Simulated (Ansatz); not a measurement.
## C$_{2}$H$_{10}$AlNS: nudged elastic band (part 1 of 2)

C$_{2}$H$_{10}$AlNS, computed with UHF/6-31G* (Ansatz 0.2.0).

It belongs to a series of runs on one base structure; here: band between the two ends. Figures and captions count atoms from 1; the log counts them from 0 in places.

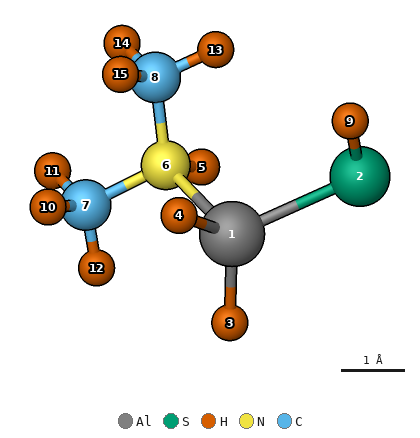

Figure 1. The structure as given in the input (ball-and-stick view, seen at an oblique angle; atoms are numbered from 1 in the order of the input). Sticks mark near contacts.

## Results in brief

```tsv
quantity	value
outcome	converged
barrier, forward	2.202 eV
barrier, backward	0.625 eV
hardware	2 threads of AMD EPYC (Zen 5), 16 GiB of memory available, shared host
wall time	3.7 min (CPU time 6.9 min)
peak memory	0.31 GiB
```

## Notes

The order of the saddle point was not checked.

## The input
```yaml
crystal:
  periodic: [false, false, false]
  atoms:
    - { symbol: Al, position_ang: [0.644808, -1.269888, -0.874256] }
    - { symbol: S, position_ang: [2.659698, -0.47994, -1.516569] }
    - { symbol: H, position_ang: [-0.295302, -1.601502, -2.118452] }
    - { symbol: H, position_ang: [0.651847, -2.184907, 0.433377] }
    - { symbol: H, position_ang: [-0.230867, 1.091711, -0.888595] }
    - { symbol: "N", position_ang: [-0.328228, 0.417886, -0.148161] }
    - { symbol: C, position_ang: [-1.764075, 0.158289, 0.053065] }
    - { symbol: C, position_ang: [0.302933, 0.97961, 1.058393] }
    - { symbol: H, position_ang: [3.330327, -0.701406, -0.388938] }
    - { symbol: H, position_ang: [-1.879737, -0.612137, 0.803793] }
    - { symbol: H, position_ang: [-2.279663, 1.05378, 0.383645] }
    - { symbol: H, position_ang: [-2.200007, -0.187951, -0.87262] }
    - { symbol: H, position_ang: [1.333493, 1.222252, 0.841561] }
    - { symbol: H, position_ang: [-0.216745, 1.874107, 1.386366] }
    - { symbol: H, position_ang: [0.271519, 0.240097, 1.847392] }
magnetization:
  spin_polarized: true
basis:
  gaussian: { orbitals: "6-31G*" }
hamiltonian:
  xc: hf
neb:
  order_check: false
  images: 7
  f_tol: 0.05
  max_iterations: 60
  final_atoms:
    - { symbol: Al, position_ang: [0.40381868, -1.4844142, -0.38291149] }
    - { symbol: S, position_ang: [2.11622263, -0.08627561, -2.20377036] }
    - { symbol: H, position_ang: [-0.36296016, -2.19146458, -1.57863907] }
    - { symbol: H, position_ang: [1.66443739, -2.11487449, 0.34635681] }
    - { symbol: H, position_ang: [1.29163927, 0.82461077, -2.70211365] }
    - { symbol: "N", position_ang: [-0.46258523, -0.16889339, 0.47483965] }
    - { symbol: C, position_ang: [-1.717915, 0.39182594, 0.03166295] }
    - { symbol: C, position_ang: [0.03161107, 0.47658552, 1.66868282] }
    - { symbol: H, position_ang: [2.72716449, 0.75518012, -1.38048268] }
    - { symbol: H, position_ang: [-2.48932531, 0.30810242, 0.7981024] }
    - { symbol: H, position_ang: [-1.62711937, 1.45169767, -0.21644223] }
    - { symbol: H, position_ang: [-2.07839828, -0.12339636, -0.85204467] }
    - { symbol: H, position_ang: [0.96176128, 0.02324298, 1.99392174] }
    - { symbol: H, position_ang: [0.21943614, 1.54079975, 1.50961537] }
    - { symbol: H, position_ang: [-0.6777866, 0.39727447, 2.49322343] }
  initial_path:
    images:
      - { positions_ang: [[0.644808, -1.269888, -0.874256], [2.659698, -0.47994, -1.516569], [-0.295302, -1.601502, -2.118452], [0.651847, -2.184907, 0.433377], [-0.230867, 1.091711, -0.888595], [-0.328228, 0.417886, -0.148161], [-1.764075, 0.158289, 0.053065], [0.302933, 0.97961, 1.058393], [3.330327, -0.701406, -0.388938], [-1.879737, -0.612137, 0.803793], [-2.279663, 1.05378, 0.383645], [-2.200007, -0.187951, -0.87262], [1.333493, 1.222252, 0.841561], [-0.216745, 1.874107, 1.386366], [0.271519, 0.240097, 1.847392]] }
      - { positions_ang: [[0.64971714, -1.37861467, -0.82422104], [2.43139601, -0.29673042, -1.65558107], [-0.27965269, -1.8621188, -1.96372069], [0.92185447, -2.20501375, 0.39741039], [-0.04945139, 0.95399832, -0.87059835], [-0.32793376, 0.34447621, -0.07232063], [-1.74316569, 0.25028451, -0.00169232], [0.26699704, 0.89549173, 1.14808178], [3.16618174, -0.43927247, -0.57128711], [-2.00451143, -0.41909283, 0.75110327], [-2.15213017, 1.19467526, 0.2317335], [-2.13909133, -0.11727006, -0.93684971], [1.28987233, 0.97679659, 1.03052046], [-0.11064151, 1.83989921, 1.39259853], [0.08056024, 0.26249216, 1.94482401]] }
      - { positions_ang: [[0.65462628, -1.48734134, -0.77418608], [2.20309401, -0.11352084, -1.79459315], [-0.26400338, -2.12273561, -1.80898937], [1.19186193, -2.22512049, 0.36144377], [0.13196423, 0.81628565, -0.8526017], [-0.32763952, 0.27106643, 0.00351973], [-1.72225639, 0.34228001, -0.05644964], [0.23106109, 0.81137347, 1.23777057], [3.00203647, -0.17713893, -0.75363623], [-2.12928586, -0.22604866, 0.69841355], [-2.02459733, 1.33557052, 0.07982199], [-2.07817566, -0.04658912, -1.00107941], [1.24625166, 0.73134119, 1.21947991], [-0.00453801, 1.80569142, 1.39883105], [-0.11039852, 0.28488731, 2.04225601]] }
      - { positions_ang: [[0.65953542, -1.59606801, -0.72415112], [1.97479202, 0.06968873, -1.93360522], [-0.24835407, -2.38335241, -1.65425806], [1.4618694, -2.24522724, 0.32547716], [0.31337984, 0.67857297, -0.83460505], [-0.32734529, 0.19765664, 0.0793601], [-1.70134708, 0.43427552, -0.11120697], [0.19512513, 0.7272552, 1.32745935], [2.83789121, 0.0849946, -0.93598534], [-2.2540603, -0.03300449, 0.64572382], [-1.8970645, 1.47646578, -0.07208951], [-2.01725999, 0.02409182, -1.06530912], [1.202631, 0.48588578, 1.40843937], [0.10156548, 1.77148363, 1.40506358], [-0.30135728, 0.30728247, 2.13968802]] }
      - { positions_ang: [[0.66444456, -1.70479469, -0.67411616], [1.74649003, 0.25289831, -2.0726173], [-0.23270476, -2.64396922, -1.49952675], [1.73187686, -2.26533398, 0.28951054], [0.49479546, 0.5408603, -0.8166084], [-0.32705105, 0.12424685, 0.15520047], [-1.68043777, 0.52627102, -0.16596429], [0.15918917, 0.64313694, 1.41714814], [2.67374594, 0.34712814, -1.11833445], [-2.37883473, 0.16003968, 0.59303409], [-1.76953166, 1.61736104, -0.22400102], [-1.95634432, 0.09477275, -1.12953883], [1.15901033, 0.24043038, 1.59739883], [0.20766898, 1.73727584, 1.4112961], [-0.49231604, 0.32967762, 2.23712002]] }
      - { positions_ang: [[0.59928809, -1.64969956, -0.601315], [1.83892318, 0.16810483, -2.10540556], [-0.26526861, -2.53084306, -1.51930483], [1.71501699, -2.22771911, 0.30372211], [0.69400641, 0.61179792, -1.28798471], [-0.36093459, 0.05096179, 0.23511026], [-1.68980708, 0.49265975, -0.11655748], [0.12729465, 0.60149908, 1.48003181], [2.68710058, 0.44914113, -1.18387151], [-2.40645737, 0.19705537, 0.64430117], [-1.73392859, 1.5759452, -0.22211132], [-1.98685781, 0.04023048, -1.06016529], [1.10969807, 0.18613353, 1.69652955], [0.21061077, 1.68815682, 1.43587592], [-0.53868368, 0.34657684, 2.30114588]] }
      - { positions_ang: [[0.53413162, -1.59460444, -0.52851383], [1.93135633, 0.08331135, -2.13819383], [-0.29783246, -2.4177169, -1.53908291], [1.69815713, -2.19010424, 0.31793368], [0.89321736, 0.68273554, -1.75936102], [-0.39481814, -0.02232327, 0.31502006], [-1.69917638, 0.45904848, -0.06715067], [0.09540012, 0.55986123, 1.54291548], [2.70045522, 0.55115413, -1.24940857], [-2.43408002, 0.23407105, 0.69556825], [-1.69832551, 1.53452935, -0.22022162], [-2.0173713, -0.0143118, -0.99079175], [1.0603858, 0.13183668, 1.79566028], [0.21355256, 1.63903779, 1.46045574], [-0.58505132, 0.36347605, 2.36517173]] }
      - { positions_ang: [[0.46897515, -1.53950932, -0.45571266], [2.02378948, -0.00148213, -2.17098209], [-0.33039631, -2.30459074, -1.55886099], [1.68129726, -2.15248936, 0.33214525], [1.09242831, 0.75367316, -2.23073734], [-0.42870169, -0.09560833, 0.39492985], [-1.70854569, 0.42543721, -0.01774386], [0.0635056, 0.51822337, 1.60579915], [2.71380985, 0.65316712, -1.31494563], [-2.46170266, 0.27108674, 0.74683532], [-1.66272244, 1.49311351, -0.21833193], [-2.04788479, -0.06885408, -0.92141821], [1.01107354, 0.07753983, 1.89479101], [0.21649435, 1.58991877, 1.48503555], [-0.63141896, 0.38037526, 2.42919758]] }
      - { positions_ang: [[0.40381868, -1.4844142, -0.38291149], [2.11622263, -0.08627561, -2.20377036], [-0.36296016, -2.19146458, -1.57863907], [1.66443739, -2.11487449, 0.34635681], [1.29163927, 0.82461077, -2.70211365], [-0.46258523, -0.16889339, 0.47483965], [-1.717915, 0.39182594, 0.03166295], [0.03161107, 0.47658552, 1.66868282], [2.72716449, 0.75518012, -1.38048268], [-2.48932531, 0.30810242, 0.7981024], [-1.62711937, 1.45169767, -0.21644223], [-2.07839828, -0.12339636, -0.85204467], [0.96176128, 0.02324298, 1.99392174], [0.21943614, 1.54079975, 1.50961537], [-0.6777866, 0.39727447, 2.49322343]] }
```

Launched with:
```bash
ansatz run input.yaml --threads 2 --pin off --max-ram 3072MiB --backend cpu --events-out ev --progress --plain --runs-dir out
```

## Log
```
Engine: ansatz 0.2.0, x86_64-unknown-linux-gnu
Functional definition: HF
  exchange = exact_x
  correlation = 0
1180 factors; integrals over basis functions are off by at most 5.0e-4 eV
mean field evaluation 1: about -21099.3731 eV, gradient 1.9e1 eV
mean field evaluation 2: about -21099.4608 eV, gradient 1.9e1 eV
mean field evaluation 4: about -21101.7740 eV, gradient 2.1e0 eV
mean field evaluation 8: about -21101.7984 eV, gradient 1.1e-1 eV
mean field -21101.79851879 eV, -775.4767922526 hartree, gradient 2.5e-5 eV, S^2 0.000000; 0 other end points of the search recorded, 0 dependent functions left out
the calculation of the forces begins
reference -21101.79851879 eV, -775.4767922526 hartree; 29, 29 occupied and 74, 74 virtual orbitals, 1180 factors
1180 factors; integrals over basis functions are off by at most 5.0e-4 eV
mean field evaluation 16: about -21100.1595 eV, gradient 3.2e0 eV
mean field -21100.22167228 eV, -775.4188442122 hartree, gradient 2.1e-5 eV, S^2 0.000000; 0 other end points of the search recorded, 0 dependent functions left out
[... from here on the field's lines of each further geometry are left out, up to the last ...]
NEB iter   1: max|band force component| = 4.517e0 eV/Å  barrier→ = 2.7800 eV  barrier← = 1.2032 eV  Δτ_max = 0.2000 Å  (356 SCF iters)
NEB iter   2: max|band force component| = 2.278e0 eV/Å  barrier→ = 2.2262 eV  barrier← = 0.6494 eV  Δτ_max = 0.2000 Å  (245 SCF iters)
NEB iter   3: max|band force component| = 3.244e0 eV/Å  barrier→ = 2.2053 eV  barrier← = 0.6284 eV  Δτ_max = 0.1002 Å  (244 SCF iters)
NEB iter   4: max|band force component| = 7.222e-1 eV/Å  barrier→ = 2.1255 eV  barrier← = 0.5486 eV  Δτ_max = 0.1983 Å  (250 SCF iters)
NEB iter   5: max|band force component| = 6.792e-1 eV/Å  barrier→ = 2.0565 eV  barrier← = 0.4797 eV  Δτ_max = 0.2000 Å  (242 SCF iters)
NEB iter   6: max|band force component| = 5.939e-1 eV/Å  barrier→ = 1.9743 eV  barrier← = 0.3974 eV  Δτ_max = 0.2000 Å  (246 SCF iters)
NEB iter   7: max|band force component| = 1.299e0 eV/Å  barrier→ = 1.9802 eV  barrier← = 0.4033 eV  Δτ_max = 0.1018 Å  (241 SCF iters)
NEB iter   8: max|band force component| = 9.226e-1 eV/Å  barrier→ = 1.9439 eV  barrier← = 0.3670 eV  Δτ_max = 0.1010 Å  (245 SCF iters)
NEB iter   9: max|band force component| = 2.943e-1 eV/Å  barrier→ = 1.9402 eV  barrier← = 0.3633 eV  CI = image 5  Δτ_max = 0.2000 Å  (244 SCF iters)
NEB iter  10: max|band force component| = 8.270e-1 eV/Å  barrier→ = 2.0193 eV  barrier← = 0.4425 eV  CI = image 5  Δτ_max = 0.1006 Å  (240 SCF iters)
NEB iter  11: max|band force component| = 7.715e-1 eV/Å  barrier→ = 2.0860 eV  barrier← = 0.5091 eV  CI = image 5  Δτ_max = 0.1000 Å  (239 SCF iters)
NEB iter  12: max|band force component| = 6.977e-1 eV/Å  barrier→ = 2.1102 eV  barrier← = 0.5334 eV  CI = image 5  Δτ_max = 0.1060 Å  (237 SCF iters)
NEB iter  13: max|band force component| = 7.693e-1 eV/Å  barrier→ = 2.1935 eV  barrier← = 0.6166 eV  CI = image 5  Δτ_max = 0.1644 Å  (237 SCF iters)
NEB iter  14: max|band force component| = 7.591e-1 eV/Å  barrier→ = 2.2535 eV  barrier← = 0.6766 eV  CI = image 5  Δτ_max = 0.2000 Å  (233 SCF iters)
NEB iter  15: max|band force component| = 6.201e-1 eV/Å  barrier→ = 2.4537 eV  barrier← = 0.8769 eV  CI = image 5  Δτ_max = 0.1002 Å  (236 SCF iters)
NEB iter  16: max|band force component| = 6.024e-1 eV/Å  barrier→ = 2.3745 eV  barrier← = 0.7976 eV  CI = image 5  Δτ_max = 0.1004 Å  (238 SCF iters)
NEB iter  17: max|band force component| = 2.986e-1 eV/Å  barrier→ = 2.3084 eV  barrier← = 0.7315 eV  CI = image 5  Δτ_max = 0.1017 Å  (232 SCF iters)
NEB iter  18: max|band force component| = 3.179e-1 eV/Å  barrier→ = 2.2734 eV  barrier← = 0.6965 eV  CI = image 5  Δτ_max = 0.0501 Å  (235 SCF iters)
NEB iter  19: max|band force component| = 3.216e-1 eV/Å  barrier→ = 2.2573 eV  barrier← = 0.6805 eV  CI = image 5  Δτ_max = 0.0250 Å  (233 SCF iters)
NEB iter  20: max|band force component| = 2.092e-1 eV/Å  barrier→ = 2.2500 eV  barrier← = 0.6732 eV  CI = image 5  Δτ_max = 0.0500 Å  (218 SCF iters)
NEB iter  21: max|band force component| = 1.756e-1 eV/Å  barrier→ = 2.2360 eV  barrier← = 0.6592 eV  CI = image 5  Δτ_max = 0.0998 Å  (222 SCF iters)
NEB iter  22: max|band force component| = 1.146e-1 eV/Å  barrier→ = 2.2159 eV  barrier← = 0.6390 eV  CI = image 5  Δτ_max = 0.1992 Å  (236 SCF iters)
NEB iter  23: max|band force component| = 6.009e-1 eV/Å  barrier→ = 2.2081 eV  barrier← = 0.6313 eV  CI = image 5  Δτ_max = 0.1007 Å  (235 SCF iters)
NEB iter  24: max|band force component| = 1.431e-1 eV/Å  barrier→ = 2.2059 eV  barrier← = 0.6290 eV  CI = image 5  Δτ_max = 0.1976 Å  (232 SCF iters)
NEB iter  25: max|band force component| = 4.412e-1 eV/Å  barrier→ = 2.2026 eV  barrier← = 0.6257 eV  CI = image 5  Δτ_max = 0.1009 Å  (235 SCF iters)
NEB iter  26: max|band force component| = 1.159e-1 eV/Å  barrier→ = 2.2020 eV  barrier← = 0.6252 eV  CI = image 5  Δτ_max = 0.1977 Å  (216 SCF iters)
NEB iter  27: max|band force component| = 5.900e-1 eV/Å  barrier→ = 2.2018 eV  barrier← = 0.6250 eV  CI = image 5  Δτ_max = 0.0992 Å  (210 SCF iters)
NEB iter  28: max|band force component| = 7.450e-2 eV/Å  barrier→ = 2.2017 eV  barrier← = 0.6249 eV  CI = image 5  Δτ_max = 0.0513 Å  (214 SCF iters)
the calculation of the forces begins
reference -21100.20488238 eV, -775.4182271950 hartree; 29, 29 occupied and 74, 74 virtual orbitals, 1180 factors
1180 factors; integrals over basis functions are off by at most 5.0e-4 eV
mean field evaluation 1472: about -21097.0467 eV, gradient 2.1e1 eV
mean field -21099.59681070 eV, -775.3958809727 hartree, gradient 1.1e-5 eV, S^2 0.000000; 1 other end points of the search recorded, 0 dependent functions left out
the calculation of the forces begins
reference -21099.59681070 eV, -775.3958809727 hartree; 29, 29 occupied and 74, 74 virtual orbitals, 1180 factors
NEB iter  29: max|band force component| = 2.866e-2 eV/Å  barrier→ = 2.2017 eV  barrier← = 0.6249 eV  CI = image 5  Δτ_max = 0.0000 Å  (481 SCF iters)
```
